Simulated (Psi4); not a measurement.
# C$_{2}$HF$_{5}$: molecular dynamics (part 1 of 2)

C$_{2}$HF$_{5}$, computed with TPSS/6-31+G*, RKS (Psi4 1.11).

The geometry comes from this level: PBE0-D4/def2-TZVP.

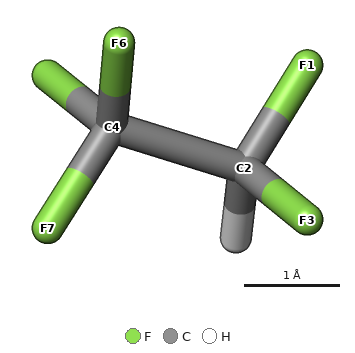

The structure as given in the input (stick view, seen at an oblique angle; atoms are numbered from 1 in the order of the input). Bond lengths as drawn: C–C 1.53 Å, C–F 1.32 to 1.34 Å and C–H 1.09 Å.

**Results in brief**

| quantity | value |
| --- | --- |
| outcome | finished |
| trajectory | 41 frames kept |
| potential energy (last step) | −576.091818 hartree |
| basis functions (last step) | 135 |
| HOMO (last step) | −8.89 eV |
| LUMO (last step) | −0.24 eV |
| dipole moment (last step) | 1.47 D |
| hardware | 1 thread of AMD EPYC (Zen 5), 16 GiB of memory available, shared host |
| wall time | 13 min |
| peak memory | 2.3 GiB |

**The input (run.py)**
```python
import numpy as np
from ase.calculators.psi4 import Psi4
from ase.io import read
from ase import units
from ase.md.velocitydistribution import MaxwellBoltzmannDistribution, Stationary
from ase.md.verlet import VelocityVerlet

a = read('c2hf5.xyz')
calc = Psi4(atoms=a, method='tpss', basis='6-31+G*', memory='1600MB', num_threads=1, charge=0, multiplicity=1, label='calc')
a.calc = calc

MaxwellBoltzmannDistribution(a, temperature_K=100.0, rng=np.random.default_rng(306))
Stationary(a)
dyn = VelocityVerlet(a, 0.5 * units.fs)
def show():
    ep, ek = a.get_potential_energy(), a.get_kinetic_energy()
    print(f'step {dyn.nsteps:3d}  Epot {ep:14.6f}  Ekin {ek:9.6f}  Etot {ep + ek:14.6f} eV  T {a.get_temperature():7.1f} K')
dyn.attach(show)
dyn.run(40)
```

**File c2hf5.xyz**
```
8
C2HF5
F      1.108900    -0.553860     1.234420
C      0.191970    -0.710550     0.267130
F     -0.910270    -1.264250     0.795780
C     -0.167930     0.666540    -0.306450
F      0.918210     1.227580    -0.833280
F     -0.654150     1.470010     0.628030
F     -1.077870     0.524920    -1.267700
H      0.591130    -1.360390    -0.517920
```

Launched with:
```bash
python run.py
```

**What the program printed**
```
gradient() will perform analytic gradient computation.

   => Loading Basis Set <=

    Name: 6-31+G*
    Role: ORBITAL
    Keyword: BASIS

         ---------------------------------------------------------
                                   SCF
                              RKS Reference
                        1 Threads,   1525 MiB Core
         ---------------------------------------------------------

  ==> Geometry <==

    Molecular point group: c1
    Full point group: C1

    Geometry (in Angstrom), charge = 0, multiplicity = 1:

       Center              X                  Y                   Z               Mass
    ------------   -----------------  -----------------  -----------------  -----------------
         F            1.205698930561    -0.817889095878     1.149141448669    18.998403162730
         C            0.296742017160    -0.959425742245     0.154405797150    12.000000000000
         F           -0.837885665979    -1.532099167653     0.728677795327    18.998403162730
         C           -0.087974884084     0.524084542616    -0.381737946254    12.000000000000
         F            1.024249791193     1.094848716928    -0.931123641376    18.998403162730
         F           -0.541527544617     1.283468275634     0.629665802604    18.998403162730
         F           -1.019017661114     0.331663492202    -1.398508886293    18.998403162730
         H            0.690284713550    -1.602642231758    -0.645874083401     1.007825032230

  Running in c1 symmetry.

  Rotational constants: A =      0.11689  B =      0.07541  C =      0.06331 [cm^-1]
  Rotational constants: A =   3504.42094  B =   2260.79776  C =   1898.12215 [MHz]
  Nuclear repulsion =  350.004161113403711

  Charge       = 0
  Multiplicity = 1
  Electrons    = 58
  Nalpha       = 29
  Nbeta        = 29

  ==> Algorithm <==

  SCF Algorithm Type is DF.
  DIIS enabled.
  MOM disabled.
  Fractional occupation disabled.
  Guess Type is SAD.
  Energy threshold   = 1.00e-08
  Density threshold  = 1.00e-08
  Integral threshold = 1.00e-12

  ==> Primary Basis <==

  Basis Set: 6-31+G*
    Blend: 6-31+G*
    Number of shells: 58
    Number of basis functions: 135
    Number of Cartesian functions: 135
    Spherical Harmonics?: false
    Max angular momentum: 2

  ==> DFT Potential <==

   => LibXC <=

    Version 7.1.2

   => Composite Functional: TPSS <=

    TPSS Meta-GGA XC Functional

    Deriv               =              1
    GGA                 =           TRUE
    Meta                =           TRUE

    Exchange Hybrid     =          FALSE
    MP2 Hybrid          =          FALSE

   => Exchange Functionals <=

    1.0000   XC_MGGA_X_TPSS

   => Correlation Functionals <=

    1.0000   XC_MGGA_C_TPSS

   => LibXC Density Thresholds  <==

    XC_MGGA_C_TPSS:  1.00E-15
    XC_MGGA_X_TPSS:  1.00E-15

   => Molecular Quadrature <=

    Radial Scheme          =       TREUTLER
    Pruning Scheme         =           NONE
    Nuclear Scheme         =       TREUTLER

    Blocking Scheme        =         OCTREE
    BS radius alpha        =              1
    Pruning alpha          =              1
    Radial Points          =             75
    Spherical Points       =            302
    Total Points           =         173767
    Total Blocks           =           1360
    Max Points             =            256
    Max Functions          =            132
    Weights Tolerance      =       1.00E-15

   => Loading Basis Set <=

    Name: (6-31+G* AUX)
    Role: JKFIT
    Keyword: DF_BASIS_SCF

  ==> Integral Setup <==

  DFHelper Memory: AOs need 0.106 GiB; user supplied 0.106 GiB.
  SCF_SUBTYPE=INCORE selected. In-core MEM_DF algorithm will be used.
  Using in-core AOs.

  ==> MemDFJK: Density-Fitted J/K Matrices <==

    J tasked:                   Yes
    K tasked:                    No
    wK tasked:                   No
    Memory [MiB]:               108
    Algorithm:                 Core
    Schwarz Cutoff:           1E-12
    Mask sparsity (%):       1.2620
    Fitting Condition:        1E-10

   => Auxiliary Basis Set <=

  Basis Set: (6-31+G* AUX)
    Blend: HEAVY-AUG-CC-PVDZ-JKFIT
    Number of shells: 205
    Number of basis functions: 732
    Number of Cartesian functions: 732
    Spherical Harmonics?: false
    Max angular momentum: 3

  Cached 50.0% of DFT collocation blocks in 0.715 [GiB].

  Minimum eigenvalue in the overlap matrix is 2.4127592280E-04.
  Reciprocal condition number of the overlap matrix is 2.2783819544E-05.
    Using symmetric orthogonalization.

  ==> Pre-Iterations <==

  SCF Guess: Superposition of Atomic Densities via on-the-fly atomic UHF (no occupation information).

   -------------------------
    Irrep   Nso     Nmo
   -------------------------
     A        135     135
   -------------------------
    Total     135     135
   -------------------------

  ==> Iterations <==

                           Total Energy        Delta E     RMS |[F,P]|

   @DF-RKS iter SAD:  -575.65500626029893   -5.75655e+02   0.00000e+00
   @DF-RKS iter   1:  -575.98657038048111   -3.31564e-01   4.16397e-03 DIIS/ADIIS
   @DF-RKS iter   2:  -575.89630423781512    9.02661e-02   5.85724e-03 DIIS/ADIIS
   @DF-RKS iter   3:  -576.08390933999772   -1.87605e-01   1.03373e-03 DIIS/ADIIS
   @DF-RKS iter   4:  -576.09163133187224   -7.72199e-03   1.56913e-04 DIIS/ADIIS
   @DF-RKS iter   5:  -576.09178832573184   -1.56994e-04   6.60572e-05 DIIS
   @DF-RKS iter   6:  -576.09181501638216   -2.66907e-05   2.17088e-05 DIIS
   @DF-RKS iter   7:  -576.09181748673666   -2.47035e-06   7.56237e-06 DIIS
   @DF-RKS iter   8:  -576.09181788022454   -3.93488e-07   1.44554e-06 DIIS
   @DF-RKS iter   9:  -576.09181789093986   -1.07153e-08   6.21817e-07 DIIS
   @DF-RKS iter  10:  -576.09181789323020   -2.29034e-09   7.33434e-08 DIIS
   @DF-RKS iter  11:  -576.09181789326453   -3.43334e-11   2.59949e-08 DIIS
   @DF-RKS iter  12:  -576.09181789327033   -5.79803e-12   9.57015e-09 DIIS
  Energy and wave function converged.

  ==> Post-Iterations <==

   Electrons on quadrature grid:
      Ntotal   =   58.0000018189 ; deviation = 1.819e-06

    Orbital Energies [Eh]
    ---------------------

    Doubly Occupied:

       1A    -24.512785     2A    -24.504920     3A    -24.498949
       4A    -24.489063     5A    -24.480117     6A    -10.286332
       7A    -10.212481     8A     -1.256124     9A     -1.210030
      10A     -1.186538    11A     -1.172206    12A     -1.151803
      13A     -0.730269    14A     -0.646433    15A     -0.571238
      16A     -0.563520    17A     -0.559932    18A     -0.527757
      19A     -0.519121    20A     -0.441387    21A     -0.435147
      22A     -0.431279    23A     -0.409692    24A     -0.409153
      25A     -0.393904    26A     -0.386924    27A     -0.385837
      28A     -0.373939    29A     -0.326765

    Virtual:

      30A     -0.008840    31A     -0.005454    32A      0.011285
      33A      0.020825    34A      0.061866    35A      0.063697
      36A      0.070441    37A      0.074533    38A      0.084297
      39A      0.090211    40A      0.115842    41A      0.134304
      42A      0.143100    43A      0.146440    44A      0.187332
      45A      0.206261    46A      0.216088    47A      0.243087
      48A      0.254264    49A      0.258099    50A      0.267531
      51A      0.275203    52A      0.284568    53A      0.290735
      54A      0.321185    55A      0.324213    56A      0.335050
      57A      0.344154    58A      0.352308    59A      0.357308
      60A      0.359633    61A      0.406473    62A      0.416296
      63A      0.417797    64A      0.442448    65A      0.629466
      66A      0.641362    67A      0.687885    68A      0.736309
      69A      0.754617    70A      0.788019    71A      0.907613
      72A      1.104149    73A      1.123126    74A      1.179738
      75A      1.331731    76A      1.385556    77A      1.406111
      78A      1.449225    79A      1.480758    80A      1.488330
      81A      1.510477    82A      1.512122    83A      1.518354
      84A      1.542740    85A      1.562704    86A      1.566893
      87A      1.584300    88A      1.592146    89A      1.594293
      90A      1.605841    91A      1.619286    92A      1.636324
      93A      1.654325    94A      1.699480    95A      1.720100
      96A      1.730025    97A      1.752369    98A      1.756173
      99A      1.774820   100A      1.818383   101A      1.827831
     102A      1.837964   103A      1.841905   104A      1.855025
     105A      1.900191   106A      1.930236   107A      1.953520
     108A      1.984828   109A      1.997829   110A      2.024203
     111A      2.027635   112A      2.052803   113A      2.145753
     114A      2.209566   115A      2.226594   116A      2.245430
     117A      2.326789   118A      2.412496   119A      2.464561
     120A      2.594484   121A      2.650291   122A      2.735248
     123A      2.771005   124A      3.001043   125A      3.030297
     126A      3.116643   127A      3.191267   128A      3.253056
     129A      4.269463   130A      4.559046   131A      5.296242
     132A      5.471057   133A      5.536776   134A      5.716557
     135A      6.095524

    Final Occupation by Irrep:
              A
    DOCC [    29 ]
    NA   [    29 ]
    NB   [    29 ]

  @DF-RKS Final Energy:  -576.09181789327033

   => Energetics <=

    Nuclear Repulsion Energy =            350.0041611134037112
    One-Electron Energy =               -1494.7009255205034606
    Two-Electron Energy =                 632.0060266880692552
    DFT Exchange-Correlation Energy =     -63.4010801742399792
    Empirical Dispersion Energy =           0.0000000000000000
    VV10 Nonlocal Energy =                  0.0000000000000000
    Total Energy =                       -576.0918178932703313

Computation Completed

Properties will be evaluated at   0.000000,   0.000000,   0.000000 [a0]

Properties computed using the SCF density matrix

 Multipole Moments:

 ------------------------------------------------------------------------------------
     Multipole            Electronic (a.u.)      Nuclear  (a.u.)        Total (a.u.)
 ------------------------------------------------------------------------------------

 L = 1.  Multiply by 2.5417464519 to convert [e a0] to [Debye]
 Dipole X            :         -0.5224002            0.8060592            0.2836590
 Dipole Y            :          1.5349754           -1.8420284           -0.3070530
 Dipole Z            :          0.3733958           -0.7732652           -0.3998694
 Magnitude           :                                                    0.5784803

 ------------------------------------------------------------------------------------

	total time  =         16 seconds =       0.27 minutes

         ------------------------------------------------------------
                                   SCF GRAD
         ------------------------------------------------------------

  ==> Geometry <==

    Molecular point group: c1
    Full point group: C1

    Geometry (in Angstrom), charge = 0, multiplicity = 1:

       Center              X                  Y                   Z               Mass
    ------------   -----------------  -----------------  -----------------  -----------------
         F            1.205698930561    -0.817889095878     1.149141448669    18.998403162730
         C            0.296742017160    -0.959425742245     0.154405797150    12.000000000000
         F           -0.837885665979    -1.532099167653     0.728677795327    18.998403162730
         C           -0.087974884084     0.524084542616    -0.381737946254    12.000000000000
         F            1.024249791193     1.094848716928    -0.931123641376    18.998403162730
         F           -0.541527544617     1.283468275634     0.629665802604    18.998403162730
         F           -1.019017661114     0.331663492202    -1.398508886293    18.998403162730
         H            0.690284713550    -1.602642231758    -0.645874083401     1.007825032230

  Nuclear repulsion =  350.004161113403711

  ==> Basis Set <==

  Basis Set: 6-31+G*
    Blend: 6-31+G*
    Number of shells: 58
    Number of basis functions: 135
    Number of Cartesian functions: 135
    Spherical Harmonics?: false
    Max angular momentum: 2

  ==> DFJKGrad: Density-Fitted SCF Gradients <==
```
